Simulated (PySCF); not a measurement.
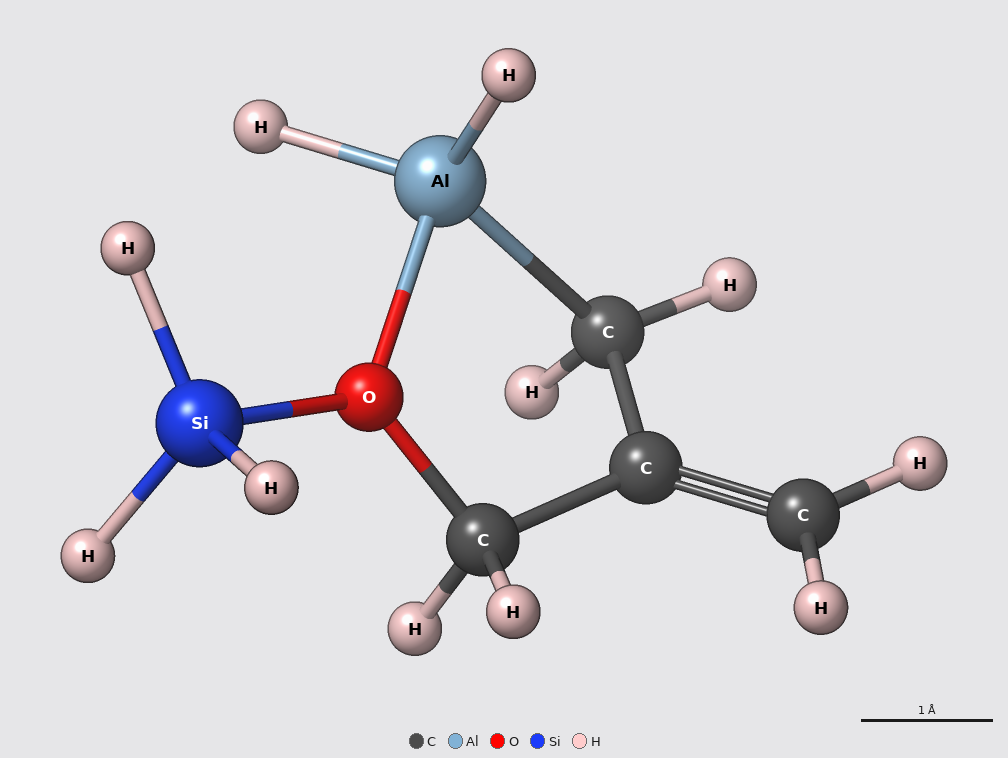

Rendered structure (ball-and-stick style). Multiple sticks mark multiple bonds (one Kekulé form).

The computed structure is the end point of a GFN2-xTB optimisation. No frequency run is at hand to confirm it as a minimum.

Question: What is the molecular formula?

Answer: C₄H₁₁AlOSi, 18 atoms: 4 carbon, 11 hydrogen, 1 aluminium, 1 oxygen and 1 silicon.

Question: What is its SMILES?

Answer: C=C1[CH2][AlH2-][O+]([SiH3])C1

Question: Which point group does it belong to?

Answer: C1.

Question: Name some functional groups or characteristic bonds that it holds.

Answer: Among them: alkene, Si–H bond, Si–O bond.

The parts below concern this one geometry. Atoms keep their numbers from picture to picture.

Dipole moment

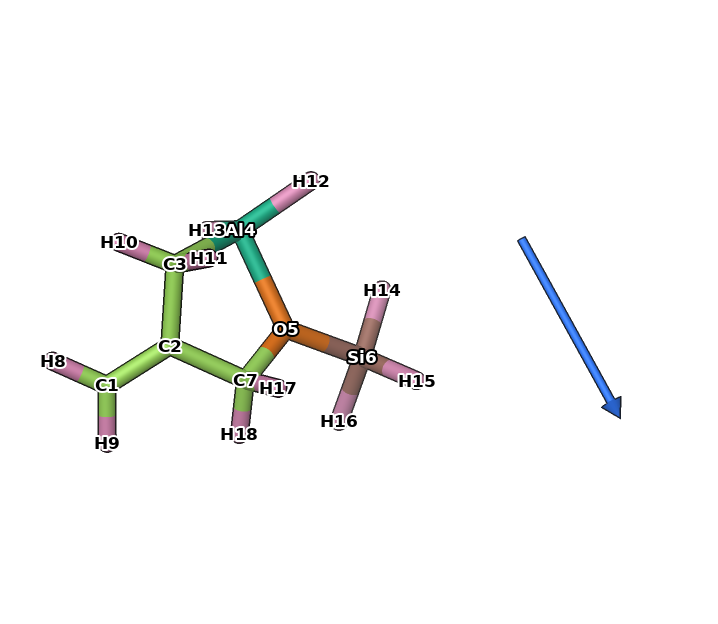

The arrow beside the molecule shows the direction of the dipole moment, from the negative to the positive end (its length means nothing). No frequency run is at hand to confirm it as a minimum. Method: PBE0/def2-SVPD, gas phase (PySCF 2.14.0).

Question: How large is the dipole moment?

Answer: 3.79 D; it points from the side of H10 to the side of H15 (the outermost atoms at the two ends).

Excitation

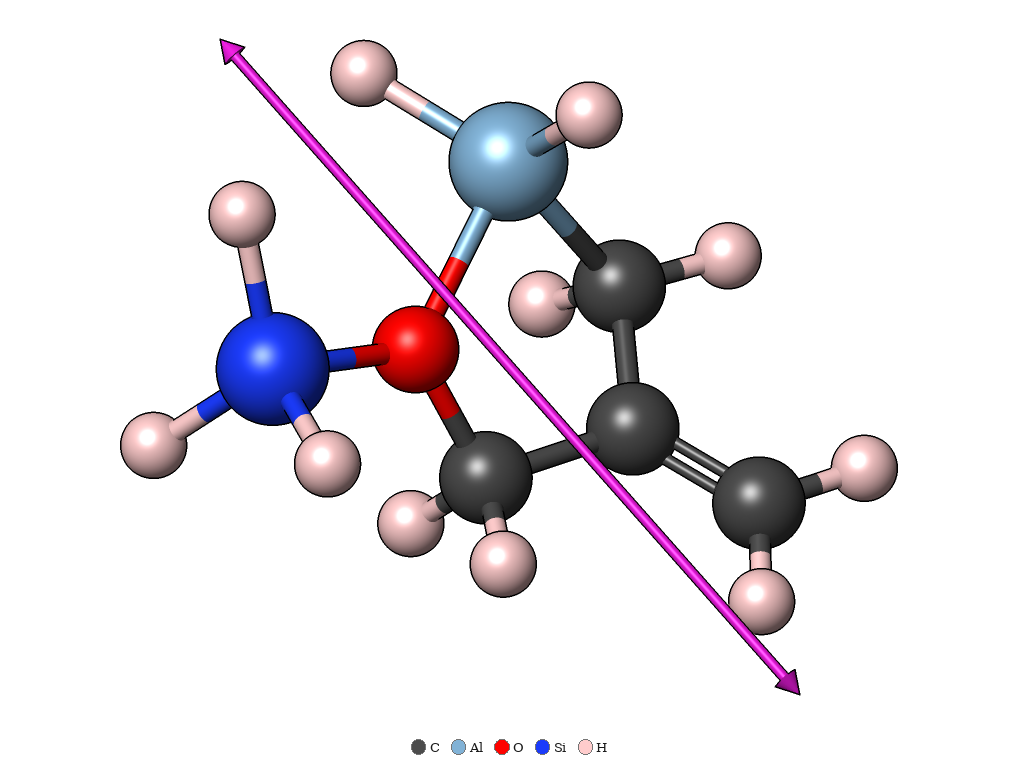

The double arrow shows the direction of the transition dipole to excited singlet state 4 (its length means nothing). No frequency run is at hand to confirm it as a minimum. Level of theory: TDDFT PBE0/def2-SVPD, vertical, gas phase, core orbitals frozen in the response (PySCF 2.14.0).

Question: Give its energy, strength and character.

Answer: 6.01 eV (206 nm), oscillator strength 0.087, mainly HOMO → LUMO+2 (weight 0.50); transition dipole 1.96 D.

Polarisability

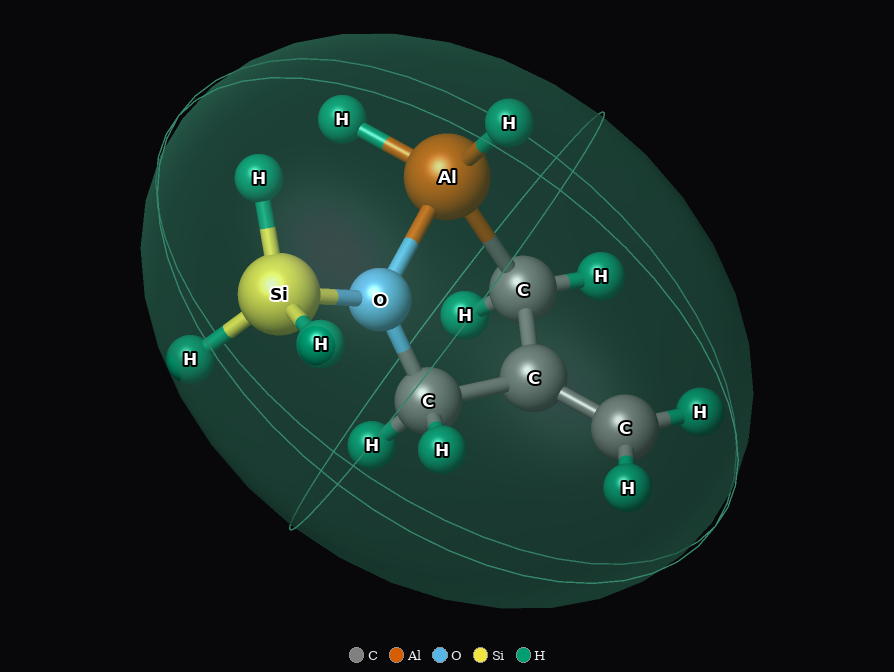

The ellipsoid shows the static dipole polarisability: its half-axes are proportional to the principal values. No frequency run is at hand to confirm it as a minimum. Method: PBE0/def2-SVPD (PySCF 2.14.0).

Question: Give the principal values, the mean and the anisotropy.

Answer: Principal values 88.9, 103.0, 124.4 bohr³; mean 105.4 bohr³ (15.62 Å³); anisotropy 30.9 bohr³, so the longest axis is 1.40 times the shortest.

The geometry is semi-empirical. Around Al, Si such bond lengths and angles can be off by a tenth of an ångström or more and by several degrees, and values that hang on the shape move with them.
